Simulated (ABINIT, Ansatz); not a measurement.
**NaI (Fm-3m): third-order response**

Aim: Raman and infrared lines of NaI (Fm-3m).

Program: ABINIT 10.8.3. Level of theory: DFT LDA, scalar-relativistic, plane waves, PseudoDojo norm-conserving pseudopotentials. Results are calculated unless marked as measured.

## Step 1: The structure

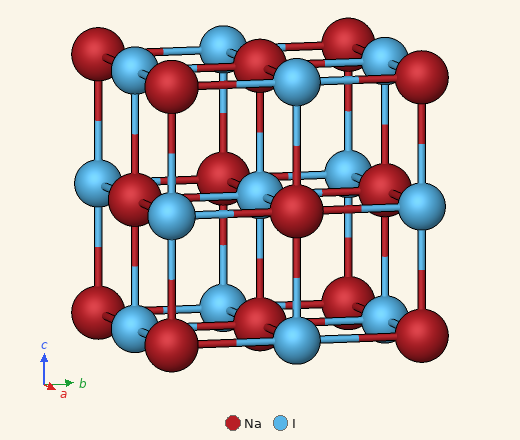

Start, viewed slightly off an axis; sodium red, iodine blue. This picture shows the conventional cell, with its axes. Some periodic images of atoms are drawn too.

## Step 2: Relaxation

The harmonic expansion needs vanishing forces, and a free crystal bears no stress, so cell and atoms are brought to rest. Stress is more sensitive to the basis than forces are: the last 3 Ha under the cutoff are smoothed with ecutsm, and the cutoff is raised above that of the later runs.

The starting cell comes from a relaxation made beforehand in Ansatz (LDA, PseudoDojo NC).

relax.abi reads:

```
# relaxation
ionmov 2
optcell 2
dilatmx 1.08
ntime 40
tolmxf 1.0d-05
tolvrs 1.0d-14
prtwf 0
prtden 0
chksymtnons 0

# basis, mesh and filling
ecut 47.0
ecutsm 3.0
ngkpt 6 6 6
nshiftk 1
shiftk 0.0 0.0 0.0
istwfk *1
occopt 1
nband 8
nstep 100
diemac 9.0
prtebands 0
prtgsr 0

# cell and atoms
acell 3*1.0 Angstrom
rprim 
    0.0 3.131602589 3.131602589
    3.131602589 0.0 3.131602589
    3.131602589 3.131602589 0.0
ntypat 2
znucl 11 53
natom 2
typat 1 2
xred 
    0.0 0.0 0.0
    0.5 0.5 0.5
pp_dirpath "./pseudo"
pseudos "Na.upf, I.upf"
```

Command:

```
$ OMP_NUM_THREADS=1 mpirun -n 4 abinit relax.abi > relax.log
```

Numbers of over 12 decimals in the logs are rounded to 6 here.

relax.abo, the main output file:

```text
[banners, grids, parts of the stress and lines that vanish by symmetry left out]
- input  file    -> relax.abi
- output file    -> relax.abo
- root for input  files -> relaxi
[...]
Symmetries : space group Fm -3 m (#225); Bravais cF (face-center cubic)
[...]
mpw =        8080          nfft =      216000          nkpt =          16
[...]
== DATASET  1 ==================================================================
[...]
cutoff_energies: {ecut:  47.0, pawecutdg:  -1.0, }
[...]
ETOT  1  -58.355772384022    -5.836E+01 7.084E-01 5.840E+01
 ETOT  2  -58.721857213640    -3.661E-01 1.044E-05 5.921E+00
 ETOT  3  -58.722708232115    -8.510E-04 8.059E-06 1.679E-01
 ETOT  4  -58.722729901637    -2.167E-05 1.606E-07 1.096E-02
 ETOT  5  -58.722730513516    -6.119E-07 2.764E-09 4.762E-04
[...]
ETOT 10  -58.722730534779    -4.349E-12 9.200E-18 1.811E-14
 ETOT 11  -58.722730534776     2.835E-12 9.849E-21 1.198E-16
 At SCF step   11       vres2   =  1.20E-16 < tolvrs=  1.00E-14 =>converged.
[...]
sigma(1 1)= -4.88622213E-09  sigma(3 2)=  0.00000000E+00
  sigma(2 2)= -4.88622213E-09  sigma(3 1)=  0.00000000E+00
  sigma(3 3)= -4.88622213E-09  sigma(2 1)=  0.00000000E+00
[...]
convergence: {deltae:  2.835E-12, res2:  1.198E-16, residm:  9.849E-21, diffor: null, }
etotal    :  -5.87227305E+01
[...]
At Broyd/MD step   1, gradients are converged :
[...]
sigma(1 1)= -4.88622213E-09  sigma(3 2)=  0.00000000E+00
  sigma(2 2)= -4.88622213E-09  sigma(3 1)=  0.00000000E+00
  sigma(3 3)= -4.88622213E-09  sigma(2 1)=  0.00000000E+00
[...]
- sigma(1 1)= -1.43757618E-04  sigma(3 2)=  0.00000000E+00
- sigma(2 2)= -1.43757618E-04  sigma(3 1)=  0.00000000E+00
- sigma(3 3)= -1.43757618E-04  sigma(2 1)=  0.00000000E+00
[...]
fcart     -0.0000000000E+00 -0.0000000000E+00 -0.0000000000E+00
           strten     -4.8862221292E-09 -4.8862221287E-09 -4.8862221305E-09
================================================================================

[key lines of the parts left out:]
pressure_GPa:   1.4376E-04
Total energy (etotal) [Ha]= -5.87227305347760E+01
```

Elapsed: 8.5 s, on 4 MPI ranks of Intel Xeon 6975P-C (Granite Rapids), shared host.

Little changed from the start: no atom moved by 0.005 Å and no cell edge by 0.1 %.

Numbers from this step:

```yaml
volume_per_atom: 30.71 Å³
pressure: 1.44e-4 GPa
```

## Step 3: Self-consistent run for the response

First-order wavefunctions inherit every error of the ground state, hence the very tight tolvrs. The mesh is shifted off Γ, since shifted meshes converge sums over the zone faster.

gs.abi reads:

```
# ground state
tolvrs 1.0d-16
prtden 1
prtwf 1

# basis, mesh and filling
ecut 38.0
ngkpt 4 4 4
nshiftk 4
shiftk 
    0.5 0.5 0.5
    0.5 0.0 0.0
    0.0 0.5 0.0
    0.0 0.0 0.5
istwfk *1
occopt 1
nband 8
nstep 100
diemac 9.0
prtebands 0
prtgsr 0

# cell and atoms
acell 3*1.0 Angstrom
rprim 
    0.0 3.131602591 3.131602591
    3.131602591 0.0 3.131602591
    3.131602591 3.131602591 0.0
ntypat 2
znucl 11 53
natom 2
typat 1 2
xred 
    0.0 0.0 0.0
    0.5 0.5 0.5
pp_dirpath "./pseudo"
pseudos "Na.upf, I.upf"
```

Command:

```
$ OMP_NUM_THREADS=1 mpirun -n 4 abinit gs.abi > gs.log
```

gs.abo, the main output file:

```text
[banners, grids, parts of the stress and lines that vanish by symmetry left out]
- input  file    -> gs.abi
- output file    -> gs.abo
- root for input  files -> gsi
[...]
Symmetries : space group Fm -3 m (#225); Bravais cF (face-center cubic)
[...]
mpw =        4656          nfft =      110592          nkpt =          10
[...]
== DATASET  1 ==================================================================
[...]
cutoff_energies: {ecut:  38.0, pawecutdg:  -1.0, }
[...]
ETOT  1  -58.422776517116    -5.842E+01 7.694E-01 2.322E+01
 ETOT  2  -58.722528469350    -2.998E-01 8.971E-04 4.277E-01
 ETOT  3  -58.722567343215    -3.887E-05 1.138E-06 1.524E-02
 ETOT  4  -58.722567840340    -4.971E-07 7.025E-09 3.703E-03
 ETOT  5  -58.722568113728    -2.734E-07 4.531E-09 2.170E-04
[...]
ETOT 11  -58.722568176165    -2.451E-12 3.054E-20 2.029E-16
 ETOT 12  -58.722568176166    -7.887E-13 1.039E-22 1.146E-18
 At SCF step   12       vres2   =  1.15E-18 < tolvrs=  1.00E-16 =>converged.
[...]
sigma(1 1)=  7.63935380E-06  sigma(3 2)=  0.00000000E+00
  sigma(2 2)=  7.63935380E-06  sigma(3 1)=  0.00000000E+00
  sigma(3 3)=  7.63935380E-06  sigma(2 1)=  0.00000000E+00
[...]
convergence: {deltae: -7.887E-13, res2:  1.146E-18, residm:  1.039E-22, diffor: null, }
etotal    :  -5.87225682E+01
[...]
sigma(1 1)=  7.63935380E-06  sigma(3 2)=  0.00000000E+00
  sigma(2 2)=  7.63935380E-06  sigma(3 1)=  0.00000000E+00
  sigma(3 3)=  7.63935380E-06  sigma(2 1)=  0.00000000E+00
[...]
- sigma(1 1)=  2.24757549E-01  sigma(3 2)=  0.00000000E+00
- sigma(2 2)=  2.24757549E-01  sigma(3 1)=  0.00000000E+00
- sigma(3 3)=  2.24757549E-01  sigma(2 1)=  0.00000000E+00
[...]
fcart     -0.0000000000E+00 -0.0000000000E+00 -0.0000000000E+00
           strten      7.6393538042E-06  7.6393538042E-06  7.6393538042E-06
================================================================================

[key lines of the parts left out:]
pressure_GPa:  -2.2476E-01
```

Wall time 4.7 s (4 MPI ranks); 18 s of CPU time.

This step gave:

```
pressure : -0.2248 GPa
```

The cell stands at -0.22 GPa: the relaxation ran with a smoothed and higher cutoff and on another k mesh.

## Step 4: Empty bands

Empty bands on the ground state's density check that the gap assumed so far is there in this cell.

gap.abi reads:

```
# empty bands on the ground state's density
iscf -2
getden_filepath "gso_DEN"
tolwfr 1.0d-12
nbdbuf 2
prtwf 0

# basis, mesh and filling
ecut 38.0
ngkpt 6 6 6
nshiftk 1
shiftk 0.0 0.0 0.0
istwfk *1
occopt 1
nband 12
nstep 100
diemac 9.0
prtebands 0
prtgsr 0

# cell and atoms
acell 3*1.0 Angstrom
rprim 
    0.0 3.131602591 3.131602591
    3.131602591 0.0 3.131602591
    3.131602591 3.131602591 0.0
ntypat 2
znucl 11 53
natom 2
typat 1 2
xred 
    0.0 0.0 0.0
    0.5 0.5 0.5
pp_dirpath "./pseudo"
pseudos "Na.upf, I.upf"
```

Command:

```
$ OMP_NUM_THREADS=1 mpirun -n 4 abinit gap.abi > gap.log
```

gap.abo, the main output file:

```text
[banners, grids, parts of the stress and lines that vanish by symmetry left out]
- input  file    -> gap.abi
- output file    -> gap.abo
- root for input  files -> gapi
[...]
Symmetries : space group Fm -3 m (#225); Bravais cF (face-center cubic)
[...]
mpw =        4669          nfft =      110592          nkpt =          16
[...]
== DATASET  1 ==================================================================
[...]
cutoff_energies: {ecut:  38.0, pawecutdg:  -1.0, }
[...]
-outvars: echo values of variables after computation
            acell      1.8897261259E+00  1.8897261259E+00  1.8897261259E+00 Bohr
================================================================================
```

Elapsed: 3.9 s, on 4 MPI ranks; 15 s of CPU time.

Numbers from this step:

- gap on the k-mesh: 3.610 eV

In this cell the gap on the mesh is 3.6 eV, direct, so fixed occupations hold.

## Step 5: Zone-centre response

The derivative of the wavefunctions by k comes first, since the response to a field is built on it; then the field and the displacements that symmetry doesn't supply are solved at q = 0. By the 2n+1 theorem the first-order wavefunctions also give third derivatives: Raman tensors and the non-linear susceptibility.

It reads the wavefunctions written in step 3.

dfpt_gamma.abi reads:

```
ndtset 3

# common to the responses
getwfk_filepath "gso_WFK"
kptopt 2
nqpt 1
qpt 0.0 0.0 0.0
asr 0
chneut 0

# d/dk
rfelfd1 2
rfdir1 1 1 1
iscf1 -3
tolwfr1 1.0d-20

# displacements, field
rfphon2 1
rfatpol2 1 2
rfdir2 1 1 1
rfelfd2 3
getddk2 1
tolvrs2 1.0d-10
prepanl2 1
prtden2 1

# third order
optdriver3 5
getden_filepath3 "gso_DEN"
get1den3 2
get1wf3 2
getddk3 1
d3e_pert1_elfd3 1
d3e_pert1_phon3 1
d3e_pert1_atpol3 1 2
d3e_pert1_dir3 1 1 1
d3e_pert2_elfd3 1
d3e_pert2_dir3 1 1 1
d3e_pert3_elfd3 1
d3e_pert3_dir3 1 1 1
usepead3 1
tolvrs3 1.0d-10

# basis, mesh and filling
ecut 38.0
ngkpt 4 4 4
nshiftk 4
shiftk 
    0.5 0.5 0.5
    0.5 0.0 0.0
    0.0 0.5 0.0
    0.0 0.0 0.5
istwfk *1
occopt 1
nband 8
nstep 100
diemac 9.0
prtebands 0
prtgsr 0

# cell and atoms
acell 3*1.0 Angstrom
rprim 
    0.0 3.131602591 3.131602591
    3.131602591 0.0 3.131602591
    3.131602591 3.131602591 0.0
ntypat 2
znucl 11 53
natom 2
typat 1 2
xred 
    0.0 0.0 0.0
    0.5 0.5 0.5
pp_dirpath "./pseudo"
pseudos "Na.upf, I.upf"
```

Command:

```
$ OMP_NUM_THREADS=1 mpirun -n 4 abinit dfpt_gamma.abi > dfpt_gamma.log
```

dfpt_gamma.abo, the main output file:

```text
[banners, grids, parts of the stress and lines that vanish by symmetry left out]
- input  file    -> dfpt_gamma.abi
- output file    -> dfpt_gamma.abo
- root for input  files -> dfpt_gammai
[...]
DATASET    1 : space group Fm -3 m (#225); Bravais cF (face-center cubic)
[...]
nfft =      110592          nkpt =         128
[...]
DATASET    2 : space group Fm -3 m (#225); Bravais cF (face-center cubic)
[...]
nfft =      110592          nkpt =         128
[...]
DATASET    3 : space group Fm -3 m (#225); Bravais cF (face-center cubic)
[...]
mpw =        4656          nfft =      110592          nkpt =         128
[...]
== DATASET  1 ==================================================================
[...]
cutoff_energies: {ecut:  38.0, pawecutdg:  -1.0, }
[...]
- 53.00000   7.00000  180309                  znucl, zion, pspdat
[...]
Perturbation : derivative vs k along direction   1
[...]
-ETOT  1  -16.017313735042     -1.602E+01 5.126E-02 0.000E+00
 ETOT  2  -16.024647439469     -7.334E-03 3.279E-05 0.000E+00
 ETOT  3  -16.024650601137     -3.162E-06 1.167E-07 0.000E+00
 ETOT  4  -16.024650603673     -2.536E-09 5.581E-11 0.000E+00
 ETOT  5  -16.024650603675     -2.732E-12 8.603E-14 0.000E+00
[...]
At SCF step    8   max residual=  9.96E-21 < tolwfr=  1.00E-20 =>converged.
[...]
Perturbation : derivative vs k along direction   2
[...]
-ETOT  1  -16.017313734847     -1.602E+01 5.126E-02 0.000E+00
[...]
At SCF step    8   max residual=  9.96E-21 < tolwfr=  1.00E-20 =>converged.
[...]
Perturbation : derivative vs k along direction   3
[...]
-ETOT  1  -16.017313734652     -1.602E+01 5.126E-02 0.000E+00
[...]
At SCF step    8   max residual=  9.96E-21 < tolwfr=  1.00E-20 =>converged.
[...]
1        1       1.4525055410   -0.0000000000
     1        2       0.7262527705   -0.0000000000
     1        3       0.7262527705   -0.0000000000
     2        1       0.7262527705   -0.0000000000
     2        2       1.4525055410   -0.0000000000
     2        3       0.7262527705    0.0000000000
     3        1       0.7262527705   -0.0000000000
     3        2       0.7262527705    0.0000000000
     3        3       1.4525055410    0.0000000000
[...]
== DATASET  2 ==================================================================
[...]
cutoff_energies: {ecut:  38.0, pawecutdg:  -1.0, }
[...]
Perturbation : displacement of atom   1   along direction   1
[...]
-ETOT  1   4.410401     -1.454E+04 1.601E+01 1.444E+02
[...]
At SCF step   10       vres2   =  9.14E-13 < tolvrs=  1.00E-10 =>converged.
[...]
Perturbation : displacement of atom   2   along direction   1
[...]
-ETOT  1   1.032674     -3.089E+02 1.136E+00 7.166E+02
[...]
At SCF step    9       vres2   =  4.39E-12 < tolvrs=  1.00E-10 =>converged.
[...]
Perturbation : homogeneous electric field along direction   1
[...]
-ETOT  1  -62.058361788754     -6.206E+01 7.209E-01 6.487E+04
[...]
At SCF step   10       vres2   =  9.95E-13 < tolvrs=  1.00E-10 =>converged.
[...]
Perturbation : homogeneous electric field along direction   2
[...]
-ETOT  1  -62.058361787986     -6.206E+01 7.209E-01 6.487E+04
[...]
At SCF step   10       vres2   =  9.95E-13 < tolvrs=  1.00E-10 =>converged.
[...]
Perturbation : homogeneous electric field along direction   3
[...]
-ETOT  1  -62.058361787220     -6.206E+01 7.209E-01 6.487E+04
[...]
ETOT  9  -73.468653515017     -4.746E-12 1.243E-14 5.210E-10
 ETOT 10  -73.468653515017     -1.563E-13 2.763E-16 9.952E-13
 At SCF step   10       vres2   =  9.95E-13 < tolvrs=  1.00E-10 =>converged.
[...]
Dielectric tensor, in cartesian coordinates,
[...]
1    4   1    4         3.6344832258        -0.0000000000
   1    4   2    4         0.0000000000        -0.0000000000
   1    4   3    4         0.0000000000        -0.0000000000
   2    4   1    4         0.0000000000        -0.0000000000
   2    4   2    4         3.6344832258        -0.0000000000
   2    4   3    4         0.0000000000        -0.0000000000
   3    4   1    4         0.0000000000        -0.0000000000
   3    4   2    4         0.0000000000        -0.0000000000
   3    4   3    4         3.6344832258        -0.0000000000
  Effective charges, in cartesian coordinates,
[...]
1    1   1    4         1.1676056287         0.0000000000
   2    1   1    4         0.0000000000         0.0000000000
   3    1   1    4        -0.0000000000         0.0000000000
   1    2   1    4        -1.1677190706         0.0000000000
   2    2   1    4        -0.0000000000         0.0000000000
[...]
Effective charges, in cartesian coordinates,
[...]
2    4   1    2         0.0000000000         0.0000000000
   3    4   1    2         0.0000000000         0.0000000000
   1    4   2    2        -0.0000000000         0.0000000000
   2    4   2    2        -1.1677190713         0.0000000000
   3    4   2    2        -0.0000000000         0.0000000000
   1    4   3    2         0.0000000000         0.0000000000
   2    4   3    2         0.0000000000         0.0000000000
   3    4   3    2        -1.1677190713         0.0000000000
  Phonon wavevector (reduced coordinates) :  0.00000  0.00000  0.00000
 Phonon energies in Hartree :
[...]
Phonon frequencies in cm-1    :
-  4.622537E+00  4.622537E+00  4.622537E+00  1.306343E+02  1.306343E+02
-  1.306343E+02
  Phonon at Gamma, with non-analyticity in the
[...]
Phonon energies in Hartree :
[...]
Phonon frequencies in cm-1    :
-  4.622537E+00  4.622537E+00  4.630414E+00  1.306343E+02  1.306343E+02
-  1.802902E+02
  Phonon at Gamma, with non-analyticity in the
[...]
Phonon energies in Hartree :
[...]
Phonon frequencies in cm-1    :
-  4.622537E+00  4.622537E+00  4.630414E+00  1.306343E+02  1.306343E+02
-  1.802902E+02
  Phonon at Gamma, with non-analyticity in the
[...]
Phonon energies in Hartree :
[...]
Phonon frequencies in cm-1    :
-  4.622537E+00  4.622537E+00  4.630414E+00  1.306343E+02  1.306343E+02
-  1.802902E+02
[...]
== DATASET  3 ==================================================================
[...]
cutoff_energies: {ecut:  38.0, pawecutdg:  -1.0, }
[...]
1          1       -0.000000000       -0.000000000       -0.000000000
[...]
1          2       -0.000000000       -0.000000000       -0.000000000
[...]
1          3       -0.000000000       -0.000000000       -0.000000000
[...]
2          1       -0.000000000       -0.000000000       -0.000000000
[...]
2          2       -0.000000000       -0.000000000       -0.000000000
[...]
2          3       -0.000000000       -0.000000000       -0.000000000
[...]
strten2     0.0000000000E+00  0.0000000000E+00  0.0000000000E+00
           strten3     0.0000000000E+00  0.0000000000E+00  0.0000000000E+00
================================================================================
```

Run time: 3 min. Hardware: 4 MPI ranks; 12 min of CPU time.

This step gave:

| Property | Result |
| --- | --- |
| miss of the charge sum rule | 1.13e-4 e |
| largest acoustic frequency at the zone centre before the sum rule | 4.62 cm⁻¹ |
| highest optical zone-centre mode (no LO-TO term) | 130.6 cm⁻¹ |
| lowest optical zone-centre mode | 130.6 cm⁻¹ |
| mean high-frequency dielectric constant | 3.635 |
| largest Born charge in size (third of the trace) | 1.168 e |

Born charge (rows field, columns displacement), before the sum rule (e), principal values of the symmetric part by kind of site:

```csv
atom,atoms with these values,low,middle,high,mean
Na1,1,1.17,1.17,1.17,1.17
I2,1,-1.17,-1.17,-1.17,-1.17
```

In full for I2:

```
-1.17  0.00  0.00
 0.00 -1.17  0.00
 0.00  0.00 -1.17
```

High-frequency dielectric tensor:

```
3.63 0.00 0.00
0.00 3.63 0.00
0.00 0.00 3.63
```

The acoustic modes at Γ come out as far as 4.6 cm⁻¹ from zero, where they should vanish, a small numerical error; the Born charges miss their sum rule by 1.1e-4 e, which is good.

(Continued in part 2 of 2.)

[Host names and launcher messages were left out of these logs when they were recorded.]

[Logs are printed without paths, hosts, clocks, repeated set-up lines and the standing remarks that a program may print on its own settings, such as how far it seeks lower states.]

[Hosts, paths, dates, database ids (printed as entryN), source tags and the programs' standing remarks are cut or masked in the printed files.]
